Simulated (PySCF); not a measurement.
# One shape, several levels: doublet [AlSiH5]+

Aim: a comparison of 6 runs (U-r2SCAN/STO-3G, U-wB97X-V/STO-3G, UB3LYP/STO-3G, UM06-2X/STO-3G, UCCSD(T)/STO-3G, FCI/STO-3G) of doublet [AlSiH5]+. 

Program for the calculation: PySCF 2.14.0.

3 further runs of the same task are left out: 3 set aside as unsound or not needed.

### 1 The structure to begin with

[AlSiH5]+: 7 atoms, total charge +1, spin state doublet. SMILES of the parent species: `[H][Al]([H])[SiH3]`. The shape comes from GFN2-xTB, which is rough for such elements, and wasn't checked as a minimum. That shape belongs to the parent species and isn't relaxed for this state.

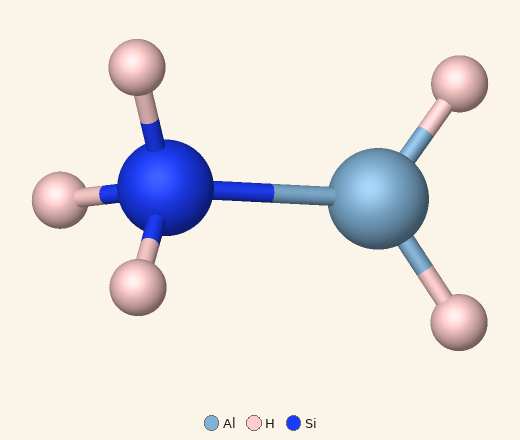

Viewed from a chosen angle; aluminium light blue, hydrogen pink, silicon blue.

### 2 A single-point energy at U-r2SCAN/STO-3G (run 1)

File job.py:

```python
from pyscf import gto, dft

mol = gto.M(
    atom='''
Al       0.688040       1.201700       0.003860
H        2.245410       1.365000       0.056470
H        0.053380       2.633190      -0.016580
Si      -0.517390      -0.897790      -0.016750
H       -1.851430      -0.836410       0.625620
H        0.177610      -1.992690       0.701130
H       -0.795620      -1.472990      -1.353750
''',
    charge=1,
    verbose=3,
    basis='sto-3g',
    max_memory=1860,
    spin=1,
)

mf = dft.UKS(mol)
mf.xc = 'r2scan'
mf.conv_tol = 1e-10
mf.grids.level = 5
mf.kernel()
if not mf.converged:
    mf = mf.newton().run(mf.mo_coeff, mf.mo_occ)

e_final = mf.e_tot
print('E = %.10f Eh' % e_final)
```

The run is started by

```
$ OMP_NUM_THREADS=1 python job.py
```

The program printed:

```text
WARN: HOMO -0.282607678939983 >= LUMO -0.282607678939982

converged SCF energy = -528.264626929317  <S^2> = 0.75152981  2S+1 = 2.0015292
E = -528.2646269293 Eh
```

Run time: 17 s. Hardware: 1 thread of AMD EPYC 7R43 (Zen 3), shared host; peak memory 0.24 GiB.

### 3 The energy at U-wB97X-V/STO-3G (run 2)

File calc.py:

```python
from pyscf import gto, dft

mol = gto.M(
    atom=[
    ('Al', (0.688040, 1.201700, 0.003860)),
    ('H', (2.245410, 1.365000, 0.056470)),
    ('H', (0.053380, 2.633190, -0.016580)),
    ('Si', (-0.517390, -0.897790, -0.016750)),
    ('H', (-1.851430, -0.836410, 0.625620)),
    ('H', (0.177610, -1.992690, 0.701130)),
    ('H', (-0.795620, -1.472990, -1.353750)),
],
    spin=1,
    max_memory=1860,
    verbose=3,
    charge=1,
    basis='sto-3g',
)

myscf = dft.UKS(mol)
myscf.xc = 'wb97x-v'
myscf.nlcgrids.level = 1
myscf.conv_tol = 1e-10
myscf.grids.level = 5
myscf.kernel()
if not myscf.converged:
    myscf = myscf.newton().run(myscf.mo_coeff, myscf.mo_occ)

e_final = myscf.e_tot
print('Final energy', e_final)
```

The run is started by

```
$ OMP_NUM_THREADS=1 python calc.py
```

The program printed:

```text
WARN: HOMO -0.279123328510702 >= LUMO -0.279123328510703

converged SCF energy = -528.230575927335  <S^2> = 0.75411452  2S+1 = 2.0041103
Final energy -528.2305759273352
```

It took 51 s on 1 thread of AMD EPYC 7R43 (Zen 3), shared host; peak memory 0.22 GiB.

Runs 3 to 4 aren't shown in full; the table further down has their settings and results.

### 4 A single-point energy at UCCSD(T)/STO-3G (run 5)

File run.py:

```python
from pyscf import gto, scf, cc

system = gto.M(
    atom='''
Al     1.300207     2.270884     0.007294
H      4.243210     2.579476     0.106713
H      0.100874     4.976008    -0.031332
Si    -0.977725    -1.696577    -0.031653
H     -3.498696    -1.580586     1.182250
H      0.335634    -3.765638     1.324944
H     -1.503504    -2.783548    -2.558217
''',
    unit='bohr',
    spin=1,
    max_memory=1860,
    charge=1,
    verbose=3,
    basis='sto-3g',
)

myscf = scf.UHF(system)
myscf.conv_tol = 1e-10
myscf.kernel()
if not myscf.converged:
    myscf = myscf.newton().run(myscf.mo_coeff, myscf.mo_occ)

mycc = cc.CCSD(myscf, frozen=10)
mycc.kernel()
e_t = mycc.ccsd_t()
e_tot = mycc.e_tot + e_t
print('E(%s) = %.9f' % ('CCSD(T)', e_tot))
```

The run is started by

```
$ OMP_NUM_THREADS=1 python run.py
```

The program printed:

```text
converged SCF energy = -527.230836985719  <S^2> = 0.75935474  2S+1 = 2.009333
E(UCCSD) = -527.3410766753531  E_corr = -0.1102396896343292
UCCSD(T) correction = -0.00117923928639566
E(CCSD(T)) = -527.342255915
```

Wall time 1 s (1 thread of AMD EPYC 7R43 (Zen 3), shared host); peak memory 0.098 GiB.

### 5 The energy at FCI/STO-3G (run 6)

File mol.xyz:

```xyz
7

Al     0.688040     1.201700     0.003860
H      2.245410     1.365000     0.056470
H      0.053380     2.633190    -0.016580
Si    -0.517390    -0.897790    -0.016750
H     -1.851430    -0.836410     0.625620
H      0.177610    -1.992690     0.701130
H     -0.795620    -1.472990    -1.353750
```

File input.py:

```python
from pyscf import gto, scf, mcscf

mol = gto.M(
    atom='mol.xyz',
    charge=1,
    spin=1,
    verbose=4,
    max_memory=1860,
    basis='sto-3g',
)

hf = scf.ROHF(mol)
hf.conv_tol = 1e-10
hf.kernel()
if not hf.converged:
    hf = hf.newton().run(hf.mo_coeff, hf.mo_occ)

cas = mcscf.CASCI(hf, hf.mo_coeff.shape[-1] - 10, (mol.nelec[0] - 10, mol.nelec[1] - 10))  # full CI above the frozen core
cas.fix_spin_(ss=0.75)
cas.kernel()
etot = cas.e_tot
print('Final energy', etot)
```

The run is started by

```
$ OMP_NUM_THREADS=1 python input.py
```

The program printed:

```text
PySCF version 2.14.0

[INPUT] num. atoms = 7
[INPUT] num. electrons = 31
[INPUT] charge = 1
[INPUT] spin (= nelec alpha-beta = 2S) = 1
[INPUT] symmetry False subgroup None
[INPUT] Mole.unit = angstrom
[INPUT] Symbol           X                Y                Z      unit          X                Y                Z       unit  Magmom
[INPUT]  1 Al     0.688040000000   1.201700000000   0.003860000000 AA    1.300207162746   2.270883883890   0.007294342841 Bohr   0.0
[INPUT]  2 H      2.245410000000   1.365000000000   0.056470000000 AA    4.243209937360   2.579476160031   0.106712834254 Bohr   0.0
[INPUT]  3 H      0.053380000000   2.633190000000  -0.016580000000 AA    0.100873580529   4.976007933943  -0.031331659145 Bohr   0.0
[INPUT]  4 Si    -0.517390000000  -0.897790000000  -0.016750000000 AA   -0.977725399589  -1.696577217373  -0.031652912586 Bohr   0.0
[INPUT]  5 H     -1.851430000000  -0.836410000000   0.625620000000 AA   -3.498695638803  -1.580585827847   1.182250458050 Bohr   0.0
[INPUT]  6 H      0.177610000000  -1.992690000000   0.701130000000 AA    0.335634256984  -3.765638351160   1.324943677716 Bohr   0.0
[INPUT]  7 H     -0.795620000000  -1.472990000000  -1.353750000000 AA   -1.503503899226  -2.783547684223  -2.558216741130 Bohr   0.0

nuclear repulsion = 75.5365538278707
number of shells = 15
number of NR pGTOs = 69
number of NR cGTOs = 23
basis = sto-3g
ecp = {}

******** <class 'pyscf.scf.rohf.ROHF'> ********
method = ROHF
initial guess = minao
damping factor = 0
level_shift factor = 0
DIIS = <class 'pyscf.scf.diis.CDIIS'>
diis_start_cycle = 1
diis_space = 8
diis_damp = 0
SCF conv_tol = 1e-10
SCF conv_tol_grad = None
SCF max_cycles = 50
direct_scf = True
direct_scf_tol = 1e-13
num. doubly occ = 15  num. singly occ = 1
Set gradient conv threshold to 1e-05
init E= -526.686773581233
  HOMO = -0.258191381936997  LUMO = 0.167971868432889  gap/eV = 11.59649
cycle= 1 E= -527.194061219923  delta_E= -0.507  |g|= 0.238  |ddm|= 1.78
  HOMO = -0.464909883625413  LUMO = 0.00161713287839843  gap/eV = 12.69485
cycle= 2 E= -527.226755482671  delta_E= -0.0327  |g|= 0.045  |ddm|= 0.389
  HOMO = -0.424701514132762  LUMO = 0.0369236495079743  gap/eV = 12.56146
cycle= 3 E= -527.229111471064  delta_E= -0.00236  |g|= 0.0166  |ddm|= 0.0847
  HOMO = -0.43148514509273  LUMO = 0.0369235219440527  gap/eV = 12.74605
cycle= 4 E= -527.229489269461  delta_E= -0.000378  |g|= 0.00272  |ddm|= 0.0442
  HOMO = -0.432637627737311  LUMO = 0.0356372512327924  gap/eV = 12.74241
cycle= 5 E= -527.229501054858  delta_E= -1.18e-05  |g|= 0.000532  |ddm|= 0.00822
  HOMO = -0.432763770369169  LUMO = 0.0355504144181873  gap/eV = 12.74348
cycle= 6 E= -527.229501691525  delta_E= -6.37e-07  |g|= 0.000103  |ddm|= 0.00219
  HOMO = -0.432719339089026  LUMO = 0.0355382458718618  gap/eV = 12.74194
cycle= 7 E= -527.229501711479  delta_E= -2e-08  |g|= 1.07e-05  |ddm|= 0.000384
  HOMO = -0.432723427884498  LUMO = 0.0355356367066239  gap/eV = 12.74198
cycle= 8 E= -527.229501711746  delta_E= -2.68e-10  |g|= 2.38e-06  |ddm|= 4.72e-05
  HOMO = -0.432722837885148  LUMO = 0.0355352721974672  gap/eV = 12.74195
cycle= 9 E= -527.22950171176  delta_E= -1.35e-11  |g|= 6.4e-07  |ddm|= 1.09e-05
  HOMO = -0.432722965705546  LUMO = 0.0355353338350742  gap/eV = 12.74196
Extra cycle  E= -527.229501711761  delta_E= -1.14e-12  |g|= 3.15e-07  |ddm|= 1.99e-06
converged SCF energy = -527.229501711761

******** <class 'pyscf.mcscf.casci.CASCI'> ********
CAS (6e+5e, 13o), ncore = 10, nvir = 0
natorb = False
canonicalization = True
sorting_mo_energy = False
******** <class 'pyscf.fci.addons.SpinPenaltyFCISolver'> ********
max. cycles = 200
conv_tol = 1e-08
davidson only = True
linear dependence = 1e-12
level shift = 0.001
max iter space = 12
nroots = 1
pspace_size = 400
spin = None
Density matrix diagonal elements [1.97832318 1.95926398 1.96054655 1.96031012 1.93801123 1.01908955
 0.00998798 0.03968369 0.03393913 0.02770234 0.02857252 0.02594766
 0.01862207]
CASCI converged
CASCI E = -527.342877556322  E(CI) = -21.2605765431482  S^2 = 0.7500000
Final energy -527.3428775563223
```

Run time: 37 s. Hardware: 1 thread of AMD EPYC 7R43 (Zen 3), shared host; peak memory 0.59 GiB.

### 6 All runs side by side

```
run             level  nlc grid  integration grid  energy (Eh)  HOMO energy (eV)  LUMO energy (eV)   ⟨S²⟩  wall time
  1   U-r2SCAN/STO-3G         –                 5  -528.264627            -11.50            -11.30  0.752       17 s
  2  U-wB97X-V/STO-3G         1                 5  -528.230576            -14.72             -8.62  0.754       51 s
  3     UB3LYP/STO-3G         –                 5  -528.335669            -12.23            -10.88  0.752      8.1 s
  4    UM06-2X/STO-3G         –                 5  -528.324938            -13.47             -9.85  0.753       16 s
  5   UCCSD(T)/STO-3G         –                 –  -527.342256            -14.90             -6.79  0.759        1 s
  6        FCI/STO-3G         –                 –  -527.342878                 –                 –      –       37 s
```

### 7 Results

| quantity | value |
| --- | --- |
| run 6: total energy | -527.34288 Eh |
| run 6: correlation energy (10 core orbitals frozen) | -113.4 mEh |

What this shows: Against full CI in this basis: UCCSD(T) +0.6 mEh. Totals of different functionals can't be ranked against each other. In runs 1, 2, 3, 4, 5, 6 the basis is minimal, so the values are rough. All runs together took 2.2 min, the longest 51 s.
